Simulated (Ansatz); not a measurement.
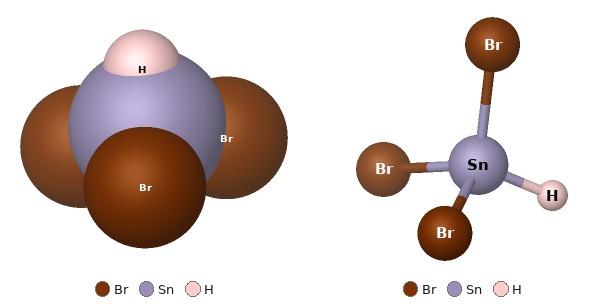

Two views of one molecule.

**Give the formula.**

Br₃HSn, 5 atoms: 3 bromine, 1 hydrogen and 1 tin.

**What is its SMILES?**

[Br][SnH]([Br])[Br]

**Give the symmetry (Schoenflies symbol).**

C3v.

**Count the bonded pairs by element.**

3 Br–Sn, 1 Sn–H.

The parts below concern this one geometry. Atoms keep their numbers from picture to picture. The computed structure is the end point of a PBE0-D4/def2-TZVP optimisation.

Shape

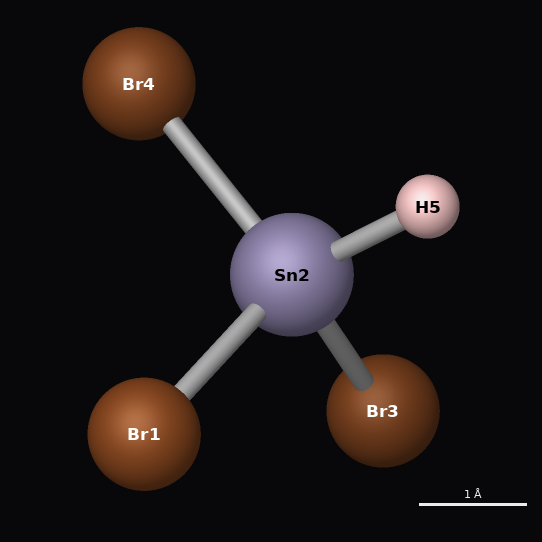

Numbered structure.

List the bonds and their lengths.

```
   bond  length (Å)
Br1–Sn2       2.454
Sn2–Br3       2.454
Sn2–Br4       2.454
 Sn2–H5       1.696
```

Vibrations

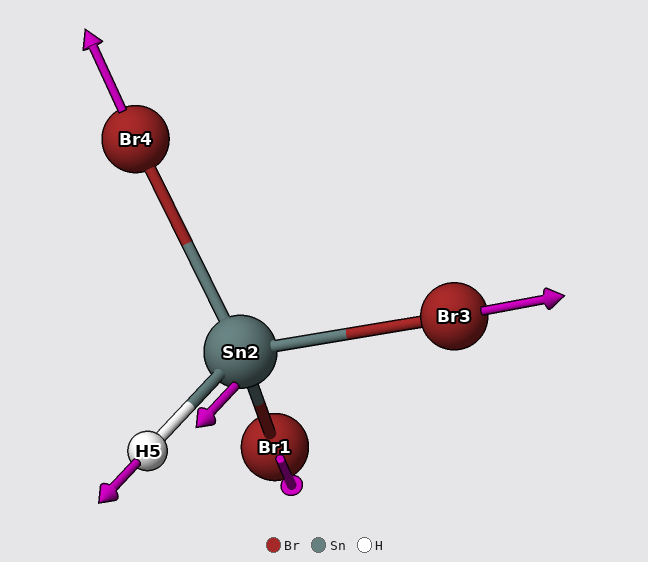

The arrows show one normal mode. Harmonic vibrations computed with RKS PBE0-D4/def2-TZVP, core potentials on Sn (Ansatz 0.2.0) at a stationary point of the same level.

**What kind of motion is it?**

Mostly in-phase stretching of 3 Sn–Br bonds.

**At what wavenumber does it lie?**

245 cm⁻¹; it is mode 4 of 9 counted from the lowest.

Levels of theory compared

Program: Ansatz 0.2.0.

Compare HOMO energy (eV), dipole (D), HOMO–LUMO gap (eV) at these levels: B3LYP-D4/def2-TZVPP; PBE-D4/def2-TZVPP; r2SCAN-D4/def2-TZVPP; ωB97M-V/def2-TZVPP.

```json
{"level": "B3LYP-D4/def2-TZVPP", "HOMO energy (eV)": "−8.40", "dipole (D)": "1.57", "HOMO–LUMO gap (eV)": "5.51"}
{"level": "PBE-D4/def2-TZVPP", "HOMO energy (eV)": "−7.39", "dipole (D)": "1.48", "HOMO–LUMO gap (eV)": "3.95"}
{"level": "r2SCAN-D4/def2-TZVPP", "HOMO energy (eV)": "−7.74", "dipole (D)": "1.59", "HOMO–LUMO gap (eV)": "4.45"}
{"level": "ωB97M-V/def2-TZVPP", "HOMO energy (eV)": "−10.89", "dipole (D)": "1.63", "HOMO–LUMO gap (eV)": "10.21"}
```

Thermal motion

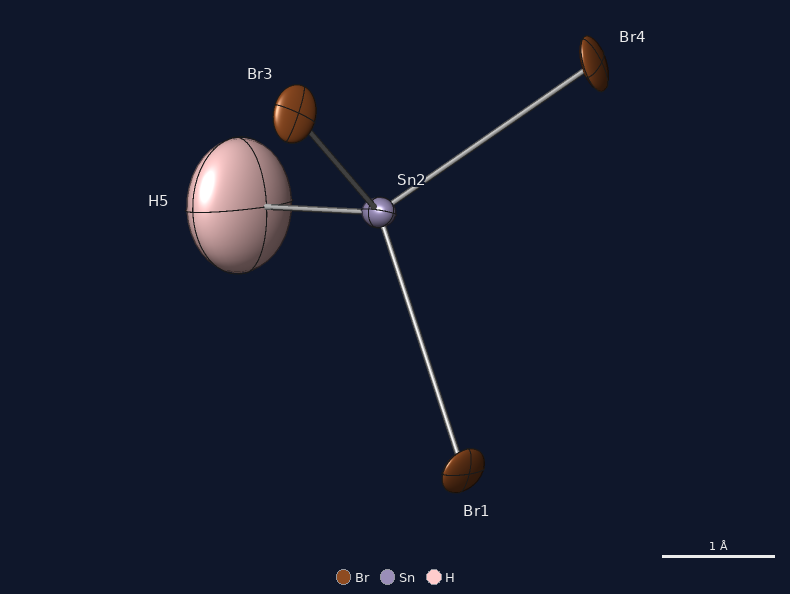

Displacement ellipsoids at the 50 % level, enlarged 2 times, from the internal vibrations of the free molecule (harmonic, no overall translation or rotation; no half-axis is drawn under 0.075 Å). Vibrations computed with RKS PBE0-D4/def2-TZVP, core potentials on Sn (Ansatz 0.2.0). Temperature: 298 K.

**Which atom has the largest mean-square displacement?**

H5, with U_eq = 0.0297 Å².

**Does H5 move more along its bond or across it?**

Across it: the root-mean-square amplitude is 0.107 Å along the bond and up to 0.197 Å across, since bending and torsion are softer than stretching.

List U_eq and the three principal root-mean-square amplitudes for each kind of atom.

```csv
atom,U_eq (Å²),rms amplitudes (Å)
"Br1, Br3, Br4",0.0043,"0.024, 0.069, 0.088"
Sn2,0.0024,"0.045, 0.045, 0.057"
H5,0.0297,"0.107, 0.197, 0.197"
```

Charges

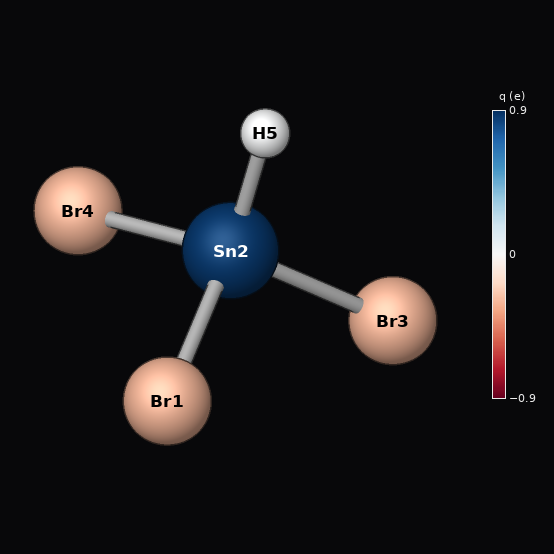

Atoms are coloured by their Mulliken charges. Level of theory: RKS PBE0-D4/def2-TZVP, core potentials on Sn (Ansatz 0.2.0).

Give the Mulliken charges atom by atom.

```tsv
atom	value (e)
Br1	−0.29
Sn2	0.86
Br3	−0.29
Br4	−0.29
H5	0.01
```

Mulliken values depend strongly on the basis set and can even reverse the polarity of a bond.
